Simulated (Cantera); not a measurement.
Charge: 1 mol Ca(OH)2, 0.015 mol H2O, at 10000 Pa.

Method: chemical equilibrium by Gibbs-energy minimisation in Cantera with the NASA 1993 tables (ideal gas, pure condensed phases). Candidate condensed phases: Ca, CaO, Ca(OH)2, H2O; 14 gas species. Equilibrium is a limit: real reactors are often held back by kinetics, nucleation or transport.

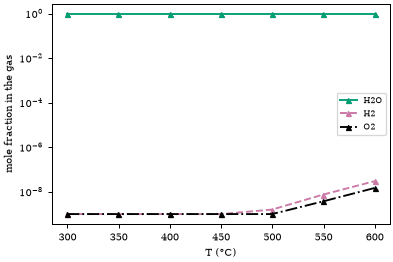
*Equilibrium gas composition (values under 1e-9 drawn at 1e-9)*

From 300 °C to 400 °C the condensed part is Ca(OH)2(s). From 450 °C to 600 °C the condensed part is CaO(s).
